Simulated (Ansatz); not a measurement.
Consider this structure.

```yaml
crystal:
  lattice:
    - [3.76651, 0.00000, 0.00000]
    - [0.00000, 3.76651, 0.00000]
    - [0.00000, 0.00000, 9.15786]
  atoms:
    - { symbol: W, position: [0.50000, 0.50000, 0.00000] }
    - { symbol: W, position: [0.50000, 0.00000, 0.25000] }
    - { symbol: W, position: [0.00000, 0.50000, 0.25000] }
    - { symbol: Se, position: [0.00000, 0.00000, 0.00000] }
    - { symbol: W, position: [0.00000, 0.00000, 0.50000] }
    - { symbol: W, position: [0.00000, 0.50000, 0.75000] }
    - { symbol: W, position: [0.50000, 0.00000, 0.75000] }
    - { symbol: Se, position: [0.50000, 0.50000, 0.50000] }
```

**Describe what this structure looks like.**

It has the composition W3Se. The atoms follow space group I4/mmm (No. 139); the Bravais lattice is body-centred tetragonal. Content of the cell: 6 W, 2 Se (Z = 2). Coordination numbers (contacts within bonding distance): W 4 to 8 (mean 6.7) and Se 12. Not all metal-metal contacts are counted.

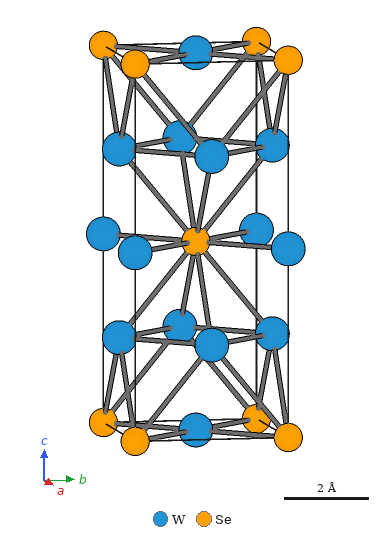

The figure gives a ball-and-stick picture of the atoms, viewed slightly off an axis. The parallelepiped is the conventional unit cell. Colours: tungsten blue, selenium orange.

It goes back to a textbook structure type filled with these elements (whether it is the usual form wasn't checked). A relaxation with Ansatz, DFT PBE, scalar-relativistic, plane waves, PAW gave the geometry drawn.
